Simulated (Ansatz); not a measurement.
**Run report: BCl2F, single-point calculation**

BCl2F, computed with RHF-MP2, frozen core/def2-QZVPP (Ansatz 0.2.0).

The geometry comes from this level: PBE0-D4/def2-TZVP.

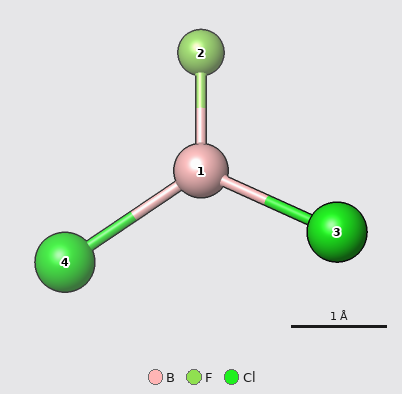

Figure 1. The input geometry (ball-and-stick view, seen at a tilt; atoms are numbered from 1 in the order of the input).

### Summary

- outcome: converged
- total energy: −28413.2049 eV
- mean-field energy: −28391.8023 eV
- SCF solution under orbital rotations: stable
- hardware: 8 threads of Intel Xeon, 31 GiB of memory available, shared host
- wall time: 1.2 s (CPU time 7.6 s)
- peak memory: 0.72 GiB

### Input file
```yaml
crystal:
  periodic: [false, false, false]
  atoms:
    - {symbol: B, position_ang: [-0.699240, -0.670241, -0.552875]}
    - {symbol: F, position_ang: [0.395526, -0.991669, -1.196787]}
    - {symbol: Cl, position_ang: [-0.955215, -1.291830, 1.050786]}
    - {symbol: Cl, position_ang: [-1.863036, 0.368229, -1.321387]}
basis:
  gaussian: {orbitals: "def2-QZVPP.json"}
correlation: {method: mp2}
```

Run as:
```bash
ansatz run in.yaml --threads 8 --pin off --events-out ev --progress --plain --max-ram 19148MiB
```

### The program's output
```
Functional definition: HF
  name "HF"
  cite "Fock, Z. Phys. 61, 126 (1930) doi:10.1007/BF01340294"
  parent pbe
  exchange = exact_x
  correlation = 0
1547 factors; integrals over basis functions are off by at most 5.5e-4 eV
mean field evaluation 1: about -28390.0441 eV, gradient 2.8e1 eV
mean field evaluation 2: about -28390.1670 eV, gradient 2.8e1 eV
mean field evaluation 4: about -28391.7787 eV, gradient 2.2e0 eV
mean field evaluation 8: about -28391.8021 eV, gradient 2.2e-1 eV
mean field -28391.80228213 eV, -1043.3794892137 hartree, gradient 1.7e-6 eV, S^2 0.000000; 0 other end points of the search recorded, 0 dependent functions left out
12 core orbitals not correlated: weight in the atoms' cores, before any rotation towards them, 1.000 or more for the frozen orbitals, at most 0.000 for the correlated occupied ones
reference -28391.80228213 eV, -1043.3794892137 hartree; 12, 12 occupied and 230, 230 virtual orbitals, 1547 factors
second order -21.40264559 eV of doubles, -0.00000000 eV of singles
Total energy: -28413.20492773 eV, -1044.1660219320 hartree
```
